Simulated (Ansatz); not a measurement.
Cl₃H₃NSi···H₃Si

Input

```
crystal:
  periodic: [false, false, false]
  atoms:
    - {symbol: Si, position_ang: [-0.907358, 0.599566, -0.596582]}
    - {symbol: Si, position_ang: [0.407472, -1.101506, 1.416102]}
    - {symbol: Cl, position_ang: [-1.701817, 1.807260, -2.100742]}
    - {symbol: Cl, position_ang: [-1.882106, -1.143551, -1.001431]}
    - {symbol: Cl, position_ang: [-1.306006, 1.753826, 1.032815]}
    - {symbol: H, position_ang: [0.979224, 0.027719, -0.095788]}
    - {symbol: N, position_ang: [0.843384, 0.681359, -1.112783]}
    - {symbol: H, position_ang: [1.333374, -0.603753, 2.488581]}
    - {symbol: H, position_ang: [-0.910895, -1.297129, 2.089216]}
    - {symbol: H, position_ang: [0.885616, -2.475420, 1.051740]}
    - {symbol: H, position_ang: [1.038652, 0.130587, -1.946156]}
    - {symbol: H, position_ang: [1.220462, 1.621041, -1.224971]}
basis:
  gaussian: {orbitals: def2-TZVPP}
hamiltonian: {xc: pbe0, dispersion: d4}
output: {orbitals: {seedname: orbitals}}
```

Run with:

```sh
ansatz run in.yaml --threads 4 --pin off --events-out ev --progress --plain --max-ram 66560MiB --backend cuda --devices 0, --max-vram 37GiB
```

A transition-state structure; geometry: PBE0-D4/def2-TZVP.

All numbers below come from Ansatz, RKS PBE0-D4/def2-TZVPP.

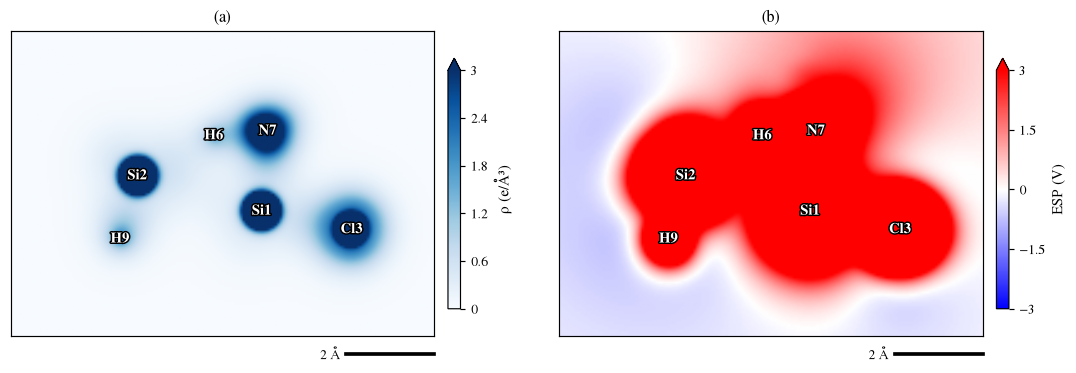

Figure 1. (a) electron density; (b) electrostatic potential on the plane of atoms Cl3, Si1 and N7.

Q: Describe what can be read from this map.

A:
- Atoms in the plane: Si, Cl, H and N.
- Si2···H6 (1.97 Å): the density falls to about 0.44 e/Å³ on the way.
- Si–N (1.83 Å): ρ at the midpoint is about 0.95 e/Å³.
- Si–Cl (2.09 Å): ρ at the midpoint is about 0.88 e/Å³.
- Si–H (1.49 Å): the density is about 0.78 e/Å³ at the midpoint.
- Outside the dense part of the complex the potential is most negative (−0.7 V) near H9.

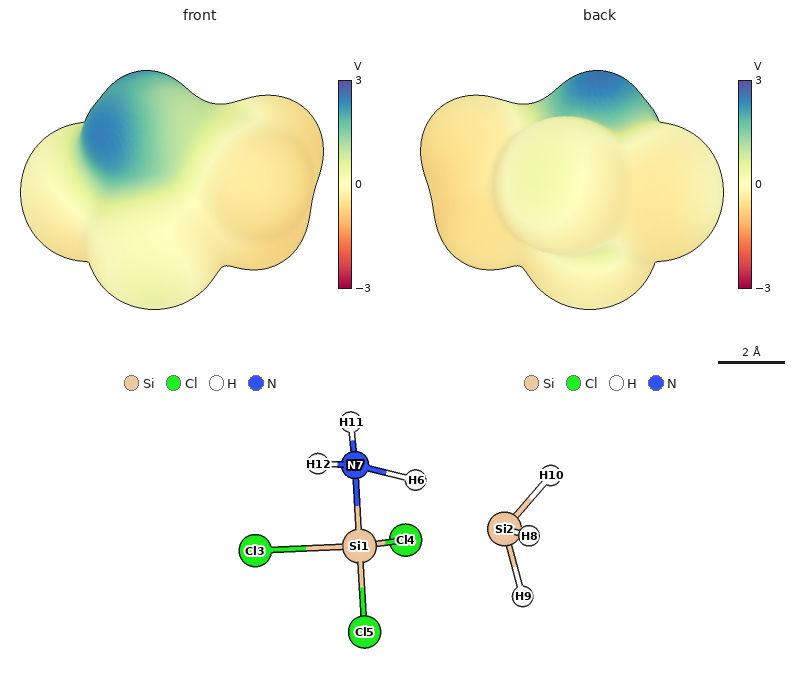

Figure 2. The molecular electrostatic potential painted on the density surface at 0.001 e/bohr³, seen from the front and from behind; the colour scale runs from red (negative) to blue (positive). The bare structure is drawn below in the same view.

Q: Which sites attract a positive test charge, and which a negative one?

A: A positive charge is drawn to the negative regions and a negative charge to the positive ones. The most negative region (about −0.7 V, or −16 kcal/mol for a unit charge) lies over H8, H9 and H10, the most positive (about +2.5 V, or +58 kcal/mol for a unit charge) over H11 and H12. Cl4 shows a σ-hole: about +0.3 V at the tip opposite its bond, against about −0.2 V on its flanks. Cl5 shows a σ-hole: about +0.3 V at the tip opposite its bond, against about −0.1 V on its flanks.

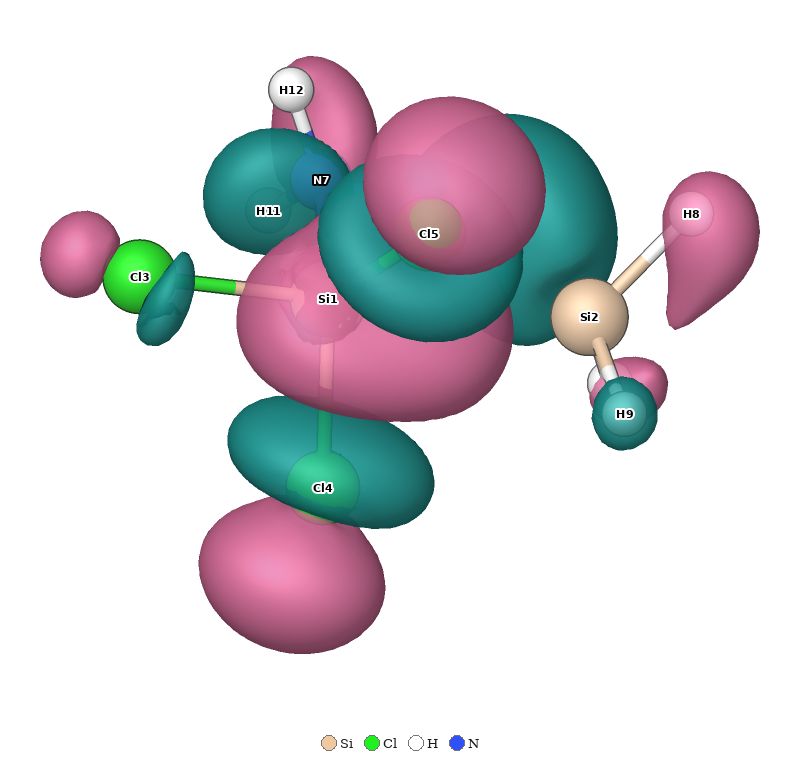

Figure 3. One frontier orbital at ±0.08 Å⁻³ᐟ² (teal and pink are the two phases), seen at an oblique angle.

Q: Which orbital is it: HOMO or LUMO?

A: The LUMO, at −1.10 eV. It lies mainly on Si1 (about 30 %), Cl4 (about 20 %), Cl5 (about 20 %), Si2 (about 10 %) and N7 (about 5 %).
